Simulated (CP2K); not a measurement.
# CH3Cl3Si (methyltrichlorosilane): levels of theory compared

Aim: a comparison of 4 runs (AM1, PM3, GFN2-xTB, GFN1-xTB) of CH3Cl3Si (methyltrichlorosilane). 

The calculation is run with CP2K 2026.2.

4 further runs of the same task are left out: 3 that didn't finish, 1 set aside as unsound or not needed.

## (1) The molecule

CH3Cl3Si: 8 atoms, total charge 0, spin state singlet. SMILES: `C[Si](Cl)(Cl)Cl`. The Si2–Cl4 distance was set to 3.670 Å, away from the relaxed value. At this shape a bond of the SMILES string is far longer than usual.

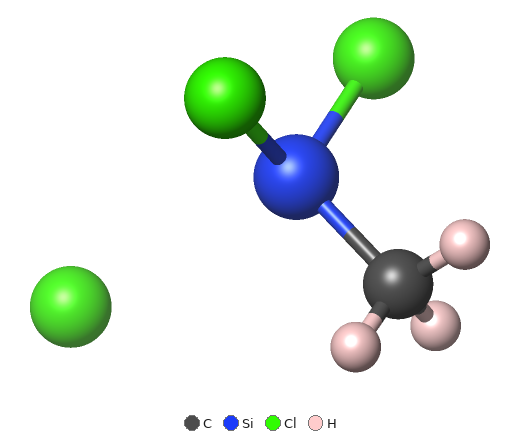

Viewed from a chosen angle; carbon dark grey, silicon blue, chlorine green, hydrogen pink.

## (2) The energy at AM1 (run 1)

Input file molecule.inp:

```
&GLOBAL
 PROJECT molecule
 RUN_TYPE ENERGY
 PRINT_LEVEL MEDIUM
&END GLOBAL

&FORCE_EVAL
 METHOD QS
 &DFT
  CHARGE 0
  MULTIPLICITY 1
  ! Quickstep
  &QS
   METHOD AM1
   EPS_DEFAULT 1.0E-10
   &SE
    &COULOMB
     CUTOFF [angstrom] 50
     RC_RANGE [angstrom] 0
    &END COULOMB
    &EXCHANGE
     CUTOFF [angstrom] 50
     RC_RANGE [angstrom] 0
    &END EXCHANGE
   &END SE
  &END QS
  ! no periodic images
  &POISSON
   PERIODIC NONE
   POISSON_SOLVER ANALYTIC
  &END POISSON
  ! self-consistent field
  &SCF
   SCF_GUESS ATOMIC
   EPS_SCF 1.0E-06
   MAX_SCF 150
   ADDED_MOS 2
   &DIAGONALIZATION
    ALGORITHM STANDARD
   &END DIAGONALIZATION
   &MIXING
    METHOD DIRECT_P_MIXING
    ALPHA 0.4
   &END MIXING
  &END SCF
  ! extra output
  &PRINT
   &MOMENTS
    PERIODIC F
    REFERENCE COM
    MAX_MOMENT 1
   &END MOMENTS
   &MO ON
    ENERGIES T
    OCCUPATION_NUMBERS T
    NDIGITS 6
    &EACH
     QS_SCF 0
    &END EACH
    ADD_LAST NUMERIC
   &END MO
   &HIRSHFELD OFF
   &END HIRSHFELD
  &END PRINT
 &END DFT
 &SUBSYS
  &CELL
   ABC [angstrom] 14 13.6 15.6
   PERIODIC NONE
  &END CELL
  &COORD
   C     -0.326503     0.222316     2.184889
   Si     0.971297     0.699816     0.970089
   Cl     2.762797    -0.138084     1.465189
   Cl     0.065900    -0.429500    -2.402200
   Cl     1.203597     2.724916     0.924989
   H     -0.442103    -0.863284     2.199589
   H     -0.045903     0.563016     3.183589
   H     -1.280203     0.677116     1.909589
  &END COORD
  &TOPOLOGY
   &CENTER_COORDINATES
   &END CENTER_COORDINATES
  &END TOPOLOGY
 &END SUBSYS
&END FORCE_EVAL
```

The run is started by

```console
$ OMP_NUM_THREADS=1 cp2k.psmp molecule.inp > molecule.out
```

Output:

```text
CP2K| version string:                                       CP2K version 2026.2
[...]
 GLOBAL| Method name                                                        CP2K
[...]
 GLOBAL| Run type                                                         ENERGY
[...]
                             - Atoms:                                          8
[...]
                             - Spherical basis functions:                     23
[...]
 Number of electrons:                                                         32
[...]
     1 P_Mix/Diag. 0.40E+00    0.0     0.83415789       -46.3123464001 -4.63E+01
[...]
    22 DIIS/Diag.  0.13E-06    0.0     0.00000047       -50.5295248724 -1.39E-12
  *** SCF run converged in    22 steps ***
  Core-core repulsion energy [eV]:                           1804.35078603722127
  Core Hamiltonian energy [eV]:                             -2264.80051124980264
  Two-electron integral energy [eV]:                        -1829.05714435735194
  Electronic energy [eV]:                                   -3179.32908342847895
  Total energy [eV]:                                        -1374.97829739125723
  Atomic reference energy [eV]:                              1373.26228105955988
  Heat of formation [kcal/mol]:                               -39.57227983273124
[...]
 SE_DIPOLE| Moment [Debye]         -0.37571347      -1.63999674      -7.61004600
 SE_DIPOLE| Derivative [a.u.]       0.00000000       0.00000000       0.00000000
 ENERGY| Total FORCE_EVAL ( QS ) energy [hartree]            -50.529524872362224
[...]
```

Run time: 0.26 s. Hardware: 1 thread of Arm Neoverse V1, shared host.

## (3) The energy at PM3 (run 2)

Input file qs.inp:

```
&global
    project_name qs
    run_type ENERGY
    print_level MEDIUM
&end

&force_eval
    method Quickstep
    &dft
        &qs
            method PM3
            eps_default 1.0E-10
            &se
                &coulomb
                    cutoff [angstrom] 50
                    rc_range [angstrom] 0
                &end
                &exchange
                    cutoff [angstrom] 50
                    rc_range [angstrom] 0
                &end
            &end
        &end
        &poisson
            periodic NONE
            poisson_solver ANALYTIC
        &end
        &scf
            scf_guess ATOMIC
            eps_scf 1.0E-07
            max_scf 50
            &ot
                minimizer DIIS
                preconditioner FULL_ALL
            &end
            &outer_scf
                eps_scf 1.0E-07
                max_scf 8
            &end
        &end
        &print
            &moments
                periodic F
                reference COM
                max_moment 1
            &end
            &mo_cubes
                nlumo 3
                nhomo -1
                write_cube F
            &end
            &hirshfeld OFF
            &end
        &end
    &end
    &subsys
        &cell
            abc 12 11.6 13.6
            periodic NONE
        &end
        &coord
            UNIT bohr
            C     -0.6170012     0.4201164     4.1288418
            Si     1.8354853     1.3224606     1.8332025
            Cl     5.2209297    -0.2609409     2.7688059
            Cl     0.1245330    -0.8116374    -4.5395001
            Cl     2.2744687     5.1493450     1.7479759
            H     -0.8354536    -1.6313703     4.1566208
            H     -0.0867441     1.0639460     6.0161113
            H     -2.4192331     1.2795638     3.6086002
        &end
        &topology
            &center_coordinates
            &end
        &end
    &end
&end
```

The run is started by

```console
$ OMP_NUM_THREADS=1 cp2k.psmp qs.inp > qs.out
```

Output:

```text
CP2K| version string:                                       CP2K version 2026.2
[...]
 GLOBAL| Method name                                                        CP2K
[...]
 GLOBAL| Run type                                                         ENERGY
[...]
                             - Atoms:                                          8
[...]
                             - Spherical basis functions:                     23
[...]
 Number of electrons:                                                         32
[...]
     1 OT DIIS     0.15E+00    0.0     0.26161548       -39.7009972604 -3.97E+01
[...]
    30 OT DIIS     0.15E+00    0.0     0.00000007       -43.6639152425 -6.35E-12
  *** SCF run converged in    30 steps ***
  Core-core repulsion energy [eV]:                           1725.88314471568970
  Core Hamiltonian energy [eV]:                             -1795.19848467720044
  Two-electron integral energy [eV]:                        -2237.68043676516390
  Electronic energy [eV]:                                   -2914.03870305978262
  Total energy [eV]:                                        -1188.15555834409292
  Atomic reference energy [eV]:                              1186.48310905955941
  Heat of formation [kcal/mol]:                               -38.56759977811321
[...]
 SE_DIPOLE| Moment [Debye]         -0.00179231      -1.56825828      -8.30921141
 SE_DIPOLE| Derivative [a.u.]       0.00000000       0.00000000       0.00000000
 *** WARNING in qs_scf_post_se.F:140 :: Printing of MO cube files not ***
 *** implemented for Semi-Empirical method.                           ***
 ENERGY| Total FORCE_EVAL ( QS ) energy [hartree]            -43.663915242510512
[...]
```

It took 0.91 s on 1 thread of Arm Neoverse V1, shared host.

Run 3 isn't shown in full; the table further down has it.

## (4) A single-point energy at GFN1-xTB (run 4)

Input file qs.inp:

```
&GLOBAL
 PROJECT qs
 RUN_TYPE ENERGY
 PRINT_LEVEL MEDIUM
&END GLOBAL

&FORCE_EVAL
 METHOD QUICKSTEP
 &DFT
  &QS
   METHOD XTB
   EPS_DEFAULT 1.0E-10
   &XTB
    GFN_TYPE 1
    CHECK_ATOMIC_CHARGES F
   &END XTB
  &END QS
  &POISSON
   PERIODIC NONE
   POISSON_SOLVER ANALYTIC
  &END POISSON
  &SCF
   SCF_GUESS ATOMIC
   EPS_SCF 1.0E-07
   MAX_SCF 150
   &DIAGONALIZATION
    ALGORITHM STANDARD
   &END DIAGONALIZATION
   &MIXING
    METHOD BROYDEN_MIXING
    ALPHA 0.4
    NBUFFER 8
   &END MIXING
  &END SCF
  &PRINT
   &MOMENTS
    PERIODIC F
    REFERENCE COM
    MAX_MOMENT 1
   &END MOMENTS
   &MO ON
    ENERGIES T
    OCCUPATION_NUMBERS T
    NDIGITS 6
    &EACH
     QS_SCF 0
    &END EACH
    ADD_LAST NUMERIC
   &END MO
   &HIRSHFELD OFF
   &END HIRSHFELD
  &END PRINT
 &END DFT
 &SUBSYS
  &CELL
   ABC 20 19.6 21.6
   PERIODIC NONE
  &END CELL
  &COORD
   UNIT bohr
   C     -0.6170012     0.4201164     4.1288418
   Si     1.8354853     1.3224606     1.8332025
   Cl     5.2209297    -0.2609409     2.7688059
   Cl     0.1245330    -0.8116374    -4.5395001
   Cl     2.2744687     5.1493450     1.7479759
   H     -0.8354536    -1.6313703     4.1566208
   H     -0.0867441     1.0639460     6.0161113
   H     -2.4192331     1.2795638     3.6086002
  &END COORD
  &TOPOLOGY
   &CENTER_COORDINATES
   &END CENTER_COORDINATES
  &END TOPOLOGY
 &END SUBSYS
&END FORCE_EVAL
```

The run is started by

```console
$ OMP_NUM_THREADS=1 cp2k.psmp qs.inp > qs.out
```

Output:

```text
CP2K| version string:                                       CP2K version 2026.2
[...]
 GLOBAL| Method name                                                        CP2K
[...]
 GLOBAL| Run type                                                         ENERGY
[...]
                             - Atoms:                                          8
[...]
                             - Spherical basis functions:                     46
[...]
 Number of electrons:                                                         32
[...]
     1 NoMix/Diag. 0.40E+00    0.0     1.80556720       -18.3448506918 -1.83E+01
[...]
    72 Broy./Diag. 0.40E+00    0.0     0.00000002       -18.3997542567 -3.16E-08
  *** SCF run converged in    72 steps ***
[...]
 TB_DIPOLE| Moment [Debye]          1.85845016       3.02732518      10.68379730
 TB_DIPOLE| Derivative [a.u.]       0.00000000       0.00000000       0.00000000
[...]
 ENERGY| Total FORCE_EVAL ( QS ) energy [hartree]            -18.399754256726744
[...]
```

It took 0.42 s on 1 thread of Arm Neoverse V1, shared host.

## (5) Overview of the runs

| run | level | SCF convergence threshold | iteration cap | energy (Eh) | dipole moment (D) | HOMO energy (eV) | wall time |
| --- | --- | --- | --- | --- | --- | --- | --- |
| 1 | AM1 | 1e-06 | 150 | -50.529525 | 7.79 | -9.29 | 0.26 s |
| 2 | PM3 | 1e-07 | 50 | -43.663915 | 8.46 | – | 0.91 s |
| 3 | GFN2-xTB | 1e-07 | 150 | -19.057083 | 8.44 | -10.00 | 0.34 s |
| 4 | GFN1-xTB | 1e-07 | 150 | -18.399754 | 11.26 | -11.03 | 0.42 s |

## (6) Results

```
                                        quantity          value
                             run 4: total energy   -18.39975 Eh
run 4: dipole moment (from atomic charges alone)        11.26 D
                              run 4: HOMO energy      -11.03 eV
                        run 4: dispersion energy  -10.15 kJ/mol
```

What this shows: The dipole moment (its size) runs from 7.79 D (AM1) to 11.26 D (GFN1-xTB). Some of these are taken from atomic charges alone. In runs 1, 2, 3, 4 a closed-shell determinant meets a far-stretched bond, which it describes badly. Force-field and semi-empirical energies have zeros of their own, so their totals don't compare. All runs together took 1.9 s, the longest 0.91 s.
